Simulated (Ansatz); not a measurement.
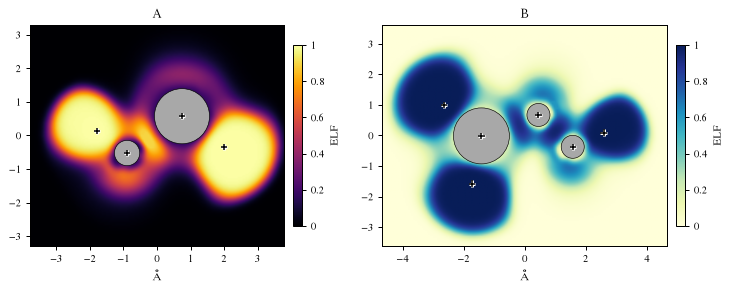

The ELF of 2 systems, each on a plane through atoms (crosses mark nuclei in the plane; grey discs cover the cores).

Theory: Ansatz 0.2.0, RKS PBE/def2-SVP.

System 1: C₂H₇Ga, the plane of atoms C2, Ga1 and H10. 

```xyz
10

Ga   -0.1493   -0.0042   -0.0503
C    -0.1171    0.1084    1.9355
H    -1.1723   -0.0080    2.2735
H     0.3844   -0.8229    2.2868
C     0.5312    1.3535    2.5500
H     0.5135    1.3316    3.6615
H     1.5932    1.4610    2.2445
H     0.0164    2.2859    2.2364
H     0.5126    1.1309   -0.9467
H    -0.8416   -1.2462   -0.7597
```

System 2: CH₆Ge, the plane of atoms Ge1, C2 and H4. 

```xyz
8

Ge    0.0003    0.0000    0.0001
C     0.0001    0.0000    1.9693
H    -1.0326   -0.1159    2.3526
H     0.6167   -0.8364    2.3528
H     0.4160    0.9522    2.3528
H     1.4492    0.1377   -0.5414
H    -0.8433    1.1858   -0.5417
H    -0.6048   -1.3235   -0.5417
```

Match each panel to its system.

Panel A is system 2, CH₆Ge: the plane holds Ge, C and H. C–Ge (1.97 Å): the ELF peaks at about 0.90 in the valence shell of C, 0.6 Å from its nucleus, and is about 0.65 at the midpoint. Panel B is system 1, C₂H₇Ga: the plane holds Ga, C and H. C–C (1.53 Å): the ELF peaks at about 0.95 between the atoms: localised, covalent bonding.
